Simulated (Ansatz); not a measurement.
# Ti: a line through a two-coordinate scan

How does the energy of Ti (P6_3/mmc, No. 194; 2 atoms in the cell) vary with lattice constant a (and b), at lattice constant c = 5.195 Å?

Computed with Ansatz 0.2.0 (DFT r2SCAN, scalar-relativistic, plane waves, PAW, unless a step's input says otherwise).

16 further runs of the same task are left out: 16 set aside as unsound or not needed.

## Step 1: The system as given

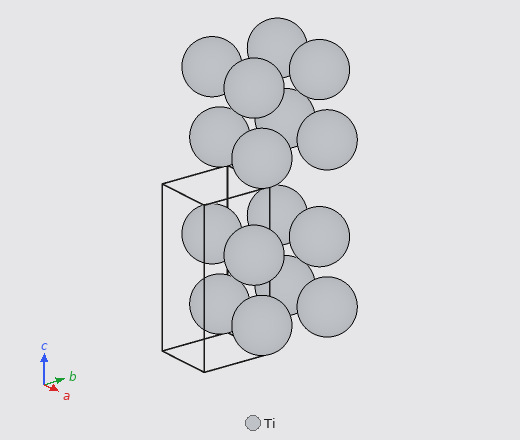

Start, viewed slightly off an axis; titanium light grey. 2×2×2 cells are drawn.

Structure file:

```cif
data_structure
_symmetry_space_group_name_H-M 'P6_3/mmc'
_symmetry_Int_Tables_number 194
_cell_length_a 2.9351
_cell_length_b 2.9351
_cell_length_c 4.6384
_cell_angle_alpha 90.000
_cell_angle_beta 90.000
_cell_angle_gamma 120.000
_cell_volume 34.61
loop_
_atom_site_label
_atom_site_type_symbol
_atom_site_symmetry_multiplicity
_atom_site_Wyckoff_symbol
_atom_site_fract_x
_atom_site_fract_y
_atom_site_fract_z
_atom_site_occupancy
Ti1 Ti 2 c 0.33333 0.66667 0.25000 1
```

This cell was relaxed beforehand with the same method: volume 17.30 Å³/atom, gap on the mesh none (metal).

## Step 2: What is varied

The energy is mapped over the lattice constants a and c of the conventional cell.

First coordinate, lattice constant a (and b): 7 values from 2.730 to 3.140 Å. Second coordinate, lattice constant c: 7 values from 4.082 to 5.195 Å.

Nothing else is relaxed (symmetry fixes all fractional coordinates). Energies count from the relaxed crystal. Points are written as (first, second).

## Step 3: Grid point (2.730 Å, 5.195 Å)

File input.yaml:

```yaml
crystal:
  lattice:
    - [2.7296, 0.0, 0.0]
    - [-1.3648, 2.3639029422, 0.0]
    - [0.0, 0.0, 5.195]
  atoms:
    - { symbol: Ti, position: [0.3333333333, 0.6666666667, 0.25] }
    - { symbol: Ti, position: [0.6666666667, 0.3333333333, 0.75] }
basis:
  ecutwfc: 520.0
kpoints:
  mp_grid: { grid: [18, 18, 10] }
hamiltonian:
  xc: r2scan
scf:
  occupations: { method: cold, width: 0.05 }
output:
  forces: true
  stress: true
  eigenvalues: true
```

On the command line:

```sh
ansatz run input.yaml --threads 1 --pin off --max-ram 2048MiB --backend cpu --events-out ev --progress --plain --runs-dir out
```

Output, shortened:

```text
Warning: RAYON_NUM_THREADS=1 ignored (pool sized by the plan → 1); use --threads N
[...]
Pseudopotentials: kind: paw
Pseudopotential: Ti, paw, valence charge 12, recommended cutoff 500 eV (meta_gga), Ti.paw.azcp
Functional definition: r2SCAN
[...]
Crystal: 2 atoms, lattice volume = 33.521 Å³
Basis set: ecut = 520 eV, 895 PW (Γ), exchange–correlation on 96×96×160 points (64 copies of the dense FFT grid, shifted against one another)
Bands: 16, of which v1, the nominal top of the filled ones, is band 12 counted from 1 (11 counted from 0)
Symmetry: 24 space group operations
Space group: P63/mmc (ITA 194), of the structure as read, at distance tolerance 3.2e-5 Å
k-points: 222 of 3240
[...]
SCF iter   1: F=—  HF=-5008.364883 eV  |F-HF|=—  |Δ(HF+E_count)|=         —  Δρ=1.28e-2  dr2=3.97e-2  dr2_τ=2.15e-2  ethr=1.77e-3  ⟨swp⟩=4.1  Hψ=14418  notcnv=0
[...]
SCF iter   6: F=-5008.431515 eV  HF=-5008.431515 eV  |F-HF|=7.87e-9  |Δ(HF+E_count)|=   2.68e-7  S|Δr|=    0.00e0  Δρ=7.31e-6  dr2=1.28e-8  dr2_τ=8.68e-10  ethr=4.17e-10  ⟨swp⟩=4.8  Hψ=13157  notcnv=0
[...]
SCF converged after 6 iterations
Stability not checked: this state was not tested for a lower state beside it, because cold or Methfessel-Paxton smearing, or corrected tetrahedra, fill the levels in a way that the test cannot read (fill_not_monotonic; see scf.lower_state_search)
Free energy (F): -5008.431515 eV
[...]
E sigma→0 (E₀):  -5008.431345 eV
Entropy (-TS):   -0.000510 eV (-0.255 meV/atom)
Fermi energy:    13.928856 eV
[...]
--- Forces (eV/Å), atoms counted from 1 ---
  atom   1  Ti    -0.00000000    -0.00000000     0.00000000
  atom   2  Ti     0.00000000     0.00000000     0.00000000
[...]
--- Stress (GPa, compression-positive) ---
       10.021085      -0.000000       0.000000
       -0.000000      10.021085       0.000000
        0.000000       0.000000      -9.024191
  P = ⅓ Tr σ = 3.6727 GPa (36.727 kbar)
--- Band table (eV; the first three rows and the last of 222) ---
  k-point 0: bands = ["-45.0965", "-45.0189", "-20.5237", "-19.9937", "-19.7668", "-19.7668", "-19.7278", "-19.7278", "7.3044", "10.8430", "13.0594", "13.7685", "15.0845", "15.0845", "15.3476", "15.3476"]
[...]
```

Wall time 11 s (1 thread of Arm Neoverse V2, shared host); peak memory 0.49 GiB.

On the map this point reads 155 meV/atom.

## Step 4: The run at (2.798 Å, 5.195 Å)

input.yaml: that of step 3 with these lines changed.

```diff
@@ -2,4 +2,4 @@
   lattice:
-    - [2.7296, 0.0, 0.0]
-    - [-1.3648, 2.3639029422, 0.0]
+    - [2.7981, 0.0, 0.0]
+    - [-1.39905, 2.4232256823, 0.0]
     - [0.0, 0.0, 5.195]
```

On the command line:

```sh
ansatz run input.yaml --threads 1 --pin off --max-ram 2048MiB --backend cpu --events-out ev --progress --plain --runs-dir out
```

Output, shortened:

```text
[...]
SCF converged after 6 iterations
Stability not checked: this state was not tested for a lower state beside it, because cold or Methfessel-Paxton smearing, or corrected tetrahedra, fill the levels in a way that the test cannot read (fill_not_monotonic; see scf.lower_state_search)
Free energy (F): -5008.505924 eV
[...]
E sigma→0 (E₀):  -5008.505744 eV
Entropy (-TS):   -0.000539 eV (-0.270 meV/atom)
Fermi energy:    13.174390 eV
[...]
--- Forces (eV/Å), atoms counted from 1 ---
  atom   1  Ti    -0.00000000     0.00000000     0.00000000
  atom   2  Ti     0.00000000    -0.00000000     0.00000000
[...]
--- Stress (GPa, compression-positive) ---
        3.991026       0.000000       0.000000
        0.000000       3.991026       0.000000
        0.000000       0.000000     -13.551833
  P = ⅓ Tr σ = -1.8566 GPa (-18.566 kbar)
--- Band table (eV; the first three rows and the last of 222) ---
  k-point 0: bands = ["-45.9965", "-45.9263", "-21.4073", "-20.9283", "-20.7567", "-20.7567", "-20.7175", "-20.7175", "6.6054", "10.1631", "12.3806", "13.1565", "14.2307", "14.2307", "14.5049", "14.5049"]
[...]
```

Wall time 12 s (1 thread of Arm Neoverse V2, shared host); peak memory 0.5 GiB.

On the map this point reads 118 meV/atom.

## Step 5: The run at (2.867 Å, 5.195 Å)

input.yaml: that of step 4 with these lines changed.

```diff
@@ -2,4 +2,4 @@
   lattice:
-    - [2.7981, 0.0, 0.0]
-    - [-1.39905, 2.4232256823, 0.0]
+    - [2.8666, 0.0, 0.0]
+    - [-1.4333, 2.4825484225, 0.0]
     - [0.0, 0.0, 5.195]
```

On the command line:

```sh
ansatz run input.yaml --threads 1 --pin off --max-ram 2048MiB --backend cpu --events-out ev --progress --plain --runs-dir out
```

Output, shortened:

```text
[...]
SCF converged after 7 iterations
Stability not checked: this state was not tested for a lower state beside it, because cold or Methfessel-Paxton smearing, or corrected tetrahedra, fill the levels in a way that the test cannot read (fill_not_monotonic; see scf.lower_state_search)
Free energy (F): -5008.518760 eV
[...]
E sigma→0 (E₀):  -5008.518470 eV
Entropy (-TS):   -0.000868 eV (-0.434 meV/atom)
Fermi energy:    12.463345 eV
[...]
--- Forces (eV/Å), atoms counted from 1 ---
  atom   1  Ti     0.00000000    -0.00000000     0.00000000
  atom   2  Ti     0.00000000     0.00000000     0.00000000
[...]
--- Stress (GPa, compression-positive) ---
       -1.529254       0.000000       0.000000
        0.000000      -1.529254       0.000000
        0.000000       0.000000     -16.826671
  P = ⅓ Tr σ = -6.6284 GPa (-66.284 kbar)
--- Band table (eV; the first three rows and the last of 222) ---
  k-point 0: bands = ["-46.8481", "-46.7846", "-22.2411", "-21.8079", "-21.6780", "-21.6780", "-21.6387", "-21.6387", "5.9701", "9.5459", "11.7577", "12.5708", "13.4286", "13.4286", "13.7126", "13.7126"]
[...]
```

It took 12 s on 1 thread of Arm Neoverse V2, shared host; peak memory 0.51 GiB.

That is 111 meV/atom from the zero.

## Step 6: Grid point (2.935 Å, 5.195 Å)

input.yaml: that of step 5 with these lines changed.

```diff
@@ -2,4 +2,4 @@
   lattice:
-    - [2.8666, 0.0, 0.0]
-    - [-1.4333, 2.4825484225, 0.0]
+    - [2.9350879604, 0.0, 0.0]
+    - [-1.4675439802, 2.541860736, 0.0]
     - [0.0, 0.0, 5.195]
```

On the command line:

```sh
ansatz run input.yaml --threads 1 --pin off --max-ram 2048MiB --backend cpu --events-out ev --progress --plain --runs-dir out
```

Output, shortened:

```text
Warning: RAYON_NUM_THREADS=1 ignored (pool sized by the plan → 1); use --threads N
[...]
[... 3 set-up lines as earlier in the session ...]
[...]
Crystal: 2 atoms, lattice volume = 38.758 Å³
Basis set: ecut = 520 eV, 1075 PW (Γ), exchange–correlation on 96×96×160 points (64 copies of the dense FFT grid, shifted against one another)
Bands: 16, of which v1, the nominal top of the filled ones, is band 12 counted from 1 (11 counted from 0)
[... 1 set-up line as earlier in the session ...]
Space group: P63/mmc (ITA 194), of the structure as read, at distance tolerance 3.4e-5 Å
k-points: 222 of 3240
[...]
SCF iter   1: F=—  HF=-5008.451007 eV  |F-HF|=—  |Δ(HF+E_count)|=         —  Δρ=1.64e-2  dr2=9.24e-2  dr2_τ=1.30e-2  ethr=1.77e-3  ⟨swp⟩=3.9  Hψ=14726  notcnv=0
[...]
SCF converged after 7 iterations
Stability not checked: this state was not tested for a lower state beside it, because cold or Methfessel-Paxton smearing, or corrected tetrahedra, fill the levels in a way that the test cannot read (fill_not_monotonic; see scf.lower_state_search)
Free energy (F): -5008.473199 eV
[...]
E sigma→0 (E₀):  -5008.472966 eV
Entropy (-TS):   -0.000699 eV (-0.350 meV/atom)
Fermi energy:    11.780320 eV
[...]
--- Forces (eV/Å), atoms counted from 1 ---
  atom   1  Ti    -0.00000000    -0.00000000     0.00000000
  atom   2  Ti    -0.00000000     0.00000000     0.00000000
[...]
--- Stress (GPa, compression-positive) ---
       -6.494765       0.000000       0.000000
        0.000000      -6.494765       0.000000
        0.000000       0.000000     -18.913707
  P = ⅓ Tr σ = -10.6344 GPa (-106.344 kbar)
--- Band table (eV; the first three rows and the last of 222) ---
  k-point 0: bands = ["-47.6522", "-47.5947", "-23.0240", "-22.6319", "-22.5377", "-22.5377", "-22.4986", "-22.4986", "5.3907", "8.9818", "11.1858", "12.0093", "12.6731", "12.6731", "12.9651", "12.9651"]
[...]
```

Wall time 12 s (1 thread of Arm Neoverse V2, shared host); peak memory 0.52 GiB.

That is 134 meV/atom from the zero.

## Step 7: The run at (3.072 Å, 5.195 Å)

input.yaml: that of step 6 with these lines changed.

```diff
@@ -2,4 +2,4 @@
   lattice:
-    - [2.9350879604, 0.0, 0.0]
-    - [-1.4675439802, 2.541860736, 0.0]
+    - [3.0721, 0.0, 0.0]
+    - [-1.53605, 2.660516643, 0.0]
     - [0.0, 0.0, 5.195]
```

On the command line:

```sh
ansatz run input.yaml --threads 1 --pin off --max-ram 2048MiB --backend cpu --events-out ev --progress --plain --runs-dir out
```

Output, shortened:

```text
Warning: RAYON_NUM_THREADS=1 ignored (pool sized by the plan → 1); use --threads N
[...]
[... 3 set-up lines as earlier in the session ...]
[...]
Crystal: 2 atoms, lattice volume = 42.461 Å³
Basis set: ecut = 520 eV, 1135 PW (Γ), exchange–correlation on 96×96×160 points (64 copies of the dense FFT grid, shifted against one another)
Bands: 16, of which v1, the nominal top of the filled ones, is band 12 counted from 1 (11 counted from 0)
[... 1 set-up line as earlier in the session ...]
Space group: P63/mmc (ITA 194), of the structure as read, at distance tolerance 3.5e-5 Å
k-points: 222 of 3240
[...]
SCF iter   1: F=—  HF=-5008.228041 eV  |F-HF|=—  |Δ(HF+E_count)|=         —  Δρ=1.85e-2  dr2=1.42e-1  dr2_τ=1.23e-2  ethr=1.77e-3  ⟨swp⟩=4.0  Hψ=14644  notcnv=0
[...]
SCF converged after 7 iterations
Stability not checked: this state was not tested for a lower state beside it, because cold or Methfessel-Paxton smearing, or corrected tetrahedra, fill the levels in a way that the test cannot read (fill_not_monotonic; see scf.lower_state_search)
Free energy (F): -5008.224658 eV
[...]
E sigma→0 (E₀):  -5008.224499 eV
Entropy (-TS):   -0.000477 eV (-0.239 meV/atom)
Fermi energy:    10.522649 eV
[...]
--- Forces (eV/Å), atoms counted from 1 ---
  atom   1  Ti    -0.00000000    -0.00000000    -0.00000000
  atom   2  Ti    -0.00000000     0.00000000     0.00000000
[...]
--- Stress (GPa, compression-positive) ---
      -14.355537      -0.000000       0.000000
       -0.000000     -14.355537       0.000000
        0.000000       0.000000     -20.890033
  P = ⅓ Tr σ = -16.5337 GPa (-165.337 kbar)
--- Band table (eV; the first three rows and the last of 222) ---
  k-point 0: bands = ["-49.1234", "-49.0764", "-24.4508", "-24.1291", "-24.0892", "-24.0892", "-24.0508", "-24.0508", "4.3746", "7.9862", "10.1728", "10.9552", "11.2926", "11.2926", "11.5969", "11.5969"]
[...]
```

Wall time 13 s (1 thread of Arm Neoverse V2, shared host); peak memory 0.52 GiB.

On the map this point reads 258 meV/atom.

## Step 8: Point (3.140 Å, 5.195 Å)

input.yaml: that of step 7 with these lines changed.

```diff
@@ -2,4 +2,4 @@
   lattice:
-    - [3.0721, 0.0, 0.0]
-    - [-1.53605, 2.660516643, 0.0]
+    - [3.1405, 0.0, 0.0]
+    - [-1.57025, 2.7197527806, 0.0]
     - [0.0, 0.0, 5.195]
```

On the command line:

```sh
ansatz run input.yaml --threads 1 --pin off --max-ram 2048MiB --backend cpu --events-out ev --progress --plain --runs-dir out
```

Output, shortened:

```text
Warning: RAYON_NUM_THREADS=1 ignored (pool sized by the plan → 1); use --threads N
[...]
[... 3 set-up lines as earlier in the session ...]
[...]
Crystal: 2 atoms, lattice volume = 44.372 Å³
Basis set: ecut = 520 eV, 1189 PW (Γ), exchange–correlation on 96×96×160 points (64 copies of the dense FFT grid, shifted against one another)
Bands: 16, of which v1, the nominal top of the filled ones, is band 12 counted from 1 (11 counted from 0)
[... 2 set-up lines as earlier in the session ...]
k-points: 222 of 3240
[...]
SCF iter   1: F=—  HF=-5008.050006 eV  |F-HF|=—  |Δ(HF+E_count)|=         —  Δρ=1.90e-2  dr2=1.62e-1  dr2_τ=1.28e-2  ethr=1.77e-3  ⟨swp⟩=3.9  Hψ=14519  notcnv=0
[...]
SCF converged after 7 iterations
Stability not checked: this state was not tested for a lower state beside it, because cold or Methfessel-Paxton smearing, or corrected tetrahedra, fill the levels in a way that the test cannot read (fill_not_monotonic; see scf.lower_state_search)
Free energy (F): -5008.035991 eV
[...]
E sigma→0 (E₀):  -5008.035853 eV
Entropy (-TS):   -0.000416 eV (-0.208 meV/atom)
Fermi energy:    9.955378 eV
[...]
--- Forces (eV/Å), atoms counted from 1 ---
  atom   1  Ti    -0.00000000     0.00000000    -0.00000000
  atom   2  Ti     0.00000000    -0.00000000     0.00000000
[...]
--- Stress (GPa, compression-positive) ---
      -17.172185       0.000000       0.000000
        0.000000     -17.172185      -0.000000
        0.000000      -0.000000     -21.361468
  P = ⅓ Tr σ = -18.5686 GPa (-185.686 kbar)
--- Band table (eV; the first three rows and the last of 222) ---
  k-point 0: bands = ["-49.7947", "-49.7521", "-25.1027", "-24.8113", "-24.7882", "-24.7882", "-24.7505", "-24.7505", "3.9278", "7.5447", "9.7227", "10.4613", "10.6642", "10.6642", "10.9726", "10.9726"]
[...]
```

Wall time 15 s (1 thread of Arm Neoverse V2, shared host); peak memory 0.53 GiB.

Energy on the map's scale: 353 meV/atom.

## Step 9: Results

```
lattice constant a (and b) (Å)  step  energy (meV/atom)  slope (meV/atom per Å)  pressure (GPa)
                         2.730     3                155                    −768             3.7
                         2.798     4                118                    −314            −1.9
                         2.867     5                111                     123            −6.6
                         2.935     6                134                     535           −10.6
                         3.004     –                184                     919           −13.9
                         3.072     7                258                    1238           −16.5
                         3.140     8                353                    1514           −18.6
```

Energies count from the relaxed crystal. Rows without a step come from runs not printed here or follow by symmetry. Slopes come from the forces (and the stress, where the cell changes), not from differences of energies.

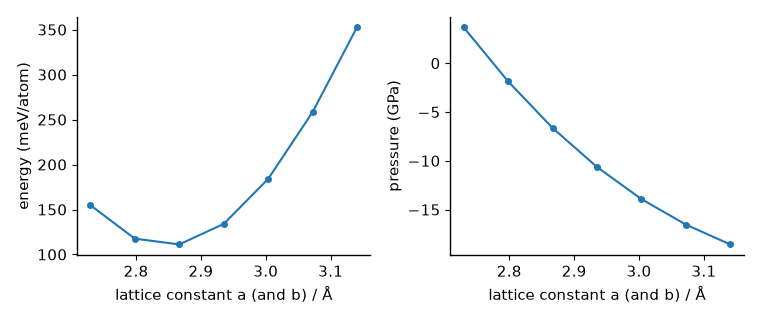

Energy and pressure along the line.

Along the line the energy is lowest at 2.867 Å, 111 meV/atom from the zero. A fit to energies and slopes at the lowest point and its two neighbours puts the minimum at 2.8471 Å, with a curvature of about 6300 meV/atom per Å². The highest point computed, at 3.140 Å, lies 241 meV/atom above the lowest. This is one cut through a surface in two coordinates; the map's lowest point lies off it.
